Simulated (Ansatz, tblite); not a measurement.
**(Br2Al-mu-OH)3 (Al3Br6H3O3): which spin state is lowest**

Aim: set other spin states of (Br2Al-mu-OH)3 (Al3Br6H3O3) against its singlet, on many levels of theory.

The runs use Ansatz 0.2.0, Gaussian basis; as each input shows.

Levels to be run: triplet, at the geometry of the singlet (GFN1-xTB, GFN2-xTB, PBE-D4/def2-SVP, r2SCAN-D4/def2-SVP); the singlet's energies come from earlier runs.

8 further runs of the same task are left out: 7 that didn't finish, 1 set aside as unsound or not needed. Runs told in other sessions of the task aren't counted.

## 1. The geometry

The singlet was relaxed beforehand with r2SCAN-D4/def2-SVP.

15 atoms, charge 0, spin multiplicity 1.

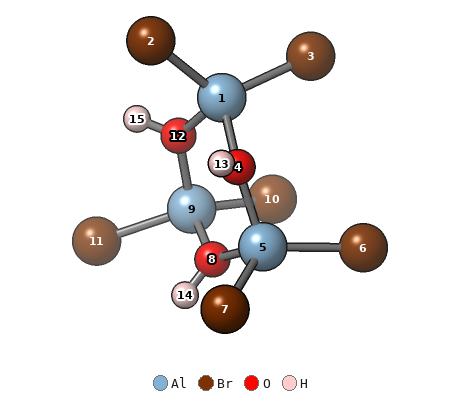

The geometry (aluminium light blue, bromine brown, oxygen red, hydrogen pink); atoms are numbered from 1 in the order of the file.

## 2. Triplet at the fixed geometry, GFN1-xTB

Tight binding, by tblite at 300 K electronic temperature and without a spin-polarisation term:

```python
tblite.interface.Calculator('GFN1-xTB', numbers, positions, charge=0, uhf=2).singlepoint()
```

Energy -1182.0555 eV; 0.038 s.

## 3. Triplet at the fixed geometry, GFN2-xTB

Tight binding, by tblite at 300 K electronic temperature and without a spin-polarisation term:

```python
tblite.interface.Calculator('GFN2-xTB', numbers, positions, charge=0, uhf=2).singlepoint()
```

Energy -1141.1608 eV; 0.052 s.

## 4. Triplet at the fixed geometry, PBE-D4/def2-SVP

Contents of in.yaml:

```yaml
crystal:
  periodic: [false, false, false]
  atoms:
    - {symbol: Al, position_ang: [0.700062, -1.424269, 1.147667]}
    - {symbol: Br, position_ang: [1.429364, -1.268270, 3.288721]}
    - {symbol: Br, position_ang: [0.701909, -3.366363, 0.026783]}
    - {symbol: O, position_ang: [-0.979781, -0.656584, 1.124063]}
    - {symbol: Al, position_ang: [-1.937768, 0.194378, -0.206520]}
    - {symbol: Br, position_ang: [-2.683971, -1.286813, -1.715740]}
    - {symbol: Br, position_ang: [-3.327412, 1.640959, 0.849626]}
    - {symbol: O, position_ang: [-0.575546, 1.218920, -0.917626]}
    - {symbol: Al, position_ang: [1.185573, 0.832099, -1.318351]}
    - {symbol: Br, position_ang: [1.312922, -0.473667, -3.136821]}
    - {symbol: Br, position_ang: [2.310302, 2.793988, -1.160640]}
    - {symbol: O, position_ang: [1.611711, -0.124812, 0.203188]}
    - {symbol: H, position_ang: [-1.344703, -0.507293, 2.013337]}
    - {symbol: H, position_ang: [-0.761627, 2.173318, -0.894668]}
    - {symbol: H, position_ang: [2.358975, 0.254411, 0.696971]}
basis:
  gaussian: {orbitals: def2-SVP}
magnetization: {spin_polarized: true, initial_magnetization: 2}
hamiltonian: {xc: pbe, dispersion: d4}
scf: {omitted_lower_state_checks: [starts]}
output: {orbitals: {seedname: orbitals}}
```

On the command line:

```sh
$ ansatz run in.yaml --threads 4 --pin off --events-out ev --progress --plain --max-ram 6963MiB
```

Standard output:

```text
Functional definition: PBE
  name "PBE"
  cite "Perdew, Burke & Ernzerhof, Phys. Rev. Lett. 77, 3865 (1996) doi:10.1103/PhysRevLett.77.3865"
  parent pbe
  parameter kappa = 0.804
  parameter beta = 0.06672455060314922
  exchange = pbe_x(kappa = kappa, mu = beta*pi^2/3)
  correlation = pbe_c(beta = beta)
these checks for a lower state are left out or cut short: starts
3252 factors; their error is unknown
mean field evaluation 1: about -446115.6819 eV, gradient 6.6e1 eV
mean field evaluation 2: about -446011.6724 eV, gradient 1.6e2 eV
mean field evaluation 4: about -446125.2015 eV, gradient 2.5e1 eV
mean field evaluation 8: about -446128.3906 eV, gradient 1.3e1 eV
mean field evaluation 16: about -446130.9390 eV, gradient 2.9e-1 eV
mean field -446130.57503008 eV, -16394.9962341907 hartree, gradient 3.0e-6 eV, S^2 2.000698; 0 other end points of the search recorded, 0 dependent functions left out
reference -446130.57509108 eV, -16394.9962364325 hartree; 139, 137 occupied and 164, 166 virtual orbitals, 3252 factors
Total energy: -446131.48821772 eV, -16395.0297932174 hartree
Checks for a lower state left out: starts
```

Run time: 66 s. Hardware: 4 threads of Arm Neoverse V2, shared host; peak memory 1.9 GiB.

From the report: HOMO -1.70 eV, LUMO -7.37 eV (over both spins; with the spin held, an empty level of the minority spin lies below the top filled one); ⟨S²⟩ 2.001 (pure: 2.00).

## 5. Triplet at the fixed geometry, r2SCAN-D4/def2-SVP

start.molden holds the orbitals of an earlier run on this state, given as this run's starting guess.

in.yaml: that of step 4 with these lines changed.

```diff
@@ -19,5 +19,5 @@
 basis:
-  gaussian: {orbitals: def2-SVP}
+  gaussian: {orbitals: def2-SVP, initial_orbitals: start.molden}
 magnetization: {spin_polarized: true, initial_magnetization: 2}
-hamiltonian: {xc: pbe, dispersion: d4}
+hamiltonian: {xc: r2scan, dispersion: d4}
 scf: {omitted_lower_state_checks: [starts]}
```

The command is unchanged.

Standard output, shortened:

```text
Functional definition: r2SCAN
  name "r2SCAN"
  cite "Furness, Kaplan, Ning, Perdew & Sun, J. Phys. Chem. Lett. 11, 8208 (2020) doi:10.1021/acs.jpclett.0c02405"
  cite "Furness, Kaplan, Ning, Perdew & Sun, J. Phys. Chem. Lett. 11, 9248 (2020) doi:10.1021/acs.jpclett.0c03077"
  parent r2scan
[...]
3252 factors; their error is unknown
[...]
mean field -446205.52620141 eV, -16397.7506389332 hartree, gradient 2.0e-6 eV, S^2 2.001774; 0 other end points of the search recorded, 0 dependent functions left out
reference -446205.52621945 eV, -16397.7506395961 hartree; 139, 137 occupied and 164, 166 virtual orbitals, 3252 factors
Total energy: -446205.77352262 eV, -16397.7597278200 hartree
Checks for a lower state left out: starts
```

It took 2.7 min on 4 threads of Arm Neoverse V2, shared host; peak memory 2 GiB.

Report: HOMO -1.53 eV, LUMO -7.76 eV (over both spins; with the spin held, an empty level of the minority spin lies below the top filled one); ⟨S²⟩ 2.002 (pure: 2.00).

## 6. Triplet less singlet, vertical

The singlet's energies are those of its earlier runs, whose logs aren't repeated here.

```csv
level,"triplet less singlet, vertical (eV)",time
GFN1-xTB,+4.823,0.06 s
GFN2-xTB,+6.164,0.078 s
PBE-D4/def2-SVP,+5.493,77 s
r2SCAN-D4/def2-SVP,+6.139,3 min
```

Times add the two runs; a level without a time comes out of a correlated run. Tight binding without a spin term can't rank spin states.

## 7. Summary of results

| quantity | value |
| --- | --- |
| triplet less singlet, vertical, functionals in def2-SVP | +5.493 (PBE-D4) to +6.139 eV (r2SCAN-D4) |

In words: All functionals put the triplet above the singlet, over a spread of 0.646 eV. The checks for a lower triplet were left out, so another state of that spin may lie lower. These are electronic energies, without zero-point motion, entropy or surroundings.
